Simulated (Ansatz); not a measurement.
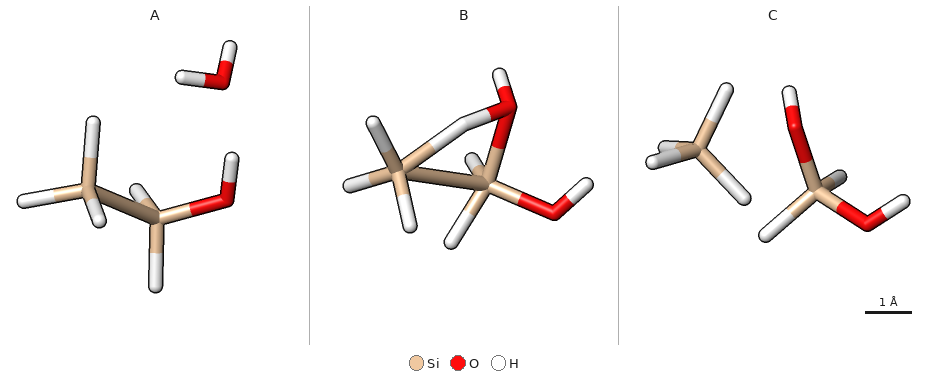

Three geometries of Si2H8O2: a saddle point and the two minima that it joins, in shuffled order. A stick model, seen at a tilt. Sticks join atoms that are closer than about 1.2 times the sum of their covalent radii (a little more with hydrogen).

Stationary points at PBE0-D4/def2-TZVP, single-point energies with CCSD(T)/CBS (def2-TZVPP where no basis is named; Ansatz 0.2.0). The energies are electronic, without zero-point or thermal terms, and both ends are the minima reached downhill from the saddle, with any fragments still in contact. CCSD(T)/CBS stands for a frozen-core estimate: MP2 correlation extrapolated from def2-TZVPP and def2-QZVPP, CCSD(T) minus MP2 from the smaller set.

> Identify the saddle point and describe the reaction.

Frame B is the saddle point. Counted by bonded pieces, C holds SiH₄ + SiH₄O₂ and A holds H₂O + Si₂H₆O. From C over the saddle to A, bonds form: Si–Si (4.08 → 2.66 → 2.35 Å), H–O (3.09 → 1.22 → 0.96 Å). Bonds break: O–Si (1.65 → 1.90 → 3.64 Å), H–Si (1.48 → 1.87 → 3.24 Å). The saddle has one imaginary mode, 1299i cm⁻¹. With CCSD(T)/CBS the barrier is 67.4 kcal/mol from C and 44.8 kcal/mol from A, and A lies 22.5 kcal/mol above C.
